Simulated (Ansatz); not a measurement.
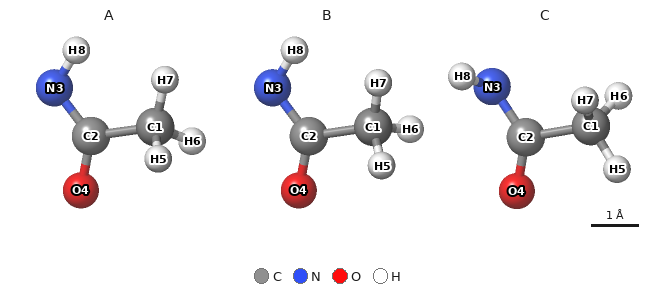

3 geometries from a converged minimum-energy path of C2H4NO (charge −1), shuffled. Style: ball-and-stick. Shown at a tilt.

These are results of RKS B3LYP-D4/def2-SVP (Ansatz 0.2.0), not measurements. Run with 7 movable images; climbing image; force threshold 0.03 eV/Å; iteration limit 60; starting path through a guess of the saddle point.

Question: One of them is the converged climbing image. Which?

Answer: C. In order along the path, whose images run from 0 to 8: C (image 3, +1.23 eV), B (image 7, +0.25 eV), A (image 8, +0.25 eV). The motion is a rotation about the C2–N3 bond by about 180°. No bond forms or breaks between the ends. Bond angles that change up to the highest image, for instance: C2–N3–H8 104.5° → 115.2°, C2–C1–H5 109.4° → 113.5°.

Limits of the set-up: the basis has no diffuse functions, which an anion needs.

The run took 5.3 min on 1 thread of Arm Neoverse V2, with other jobs on the host, peak memory 0.24 GiB.
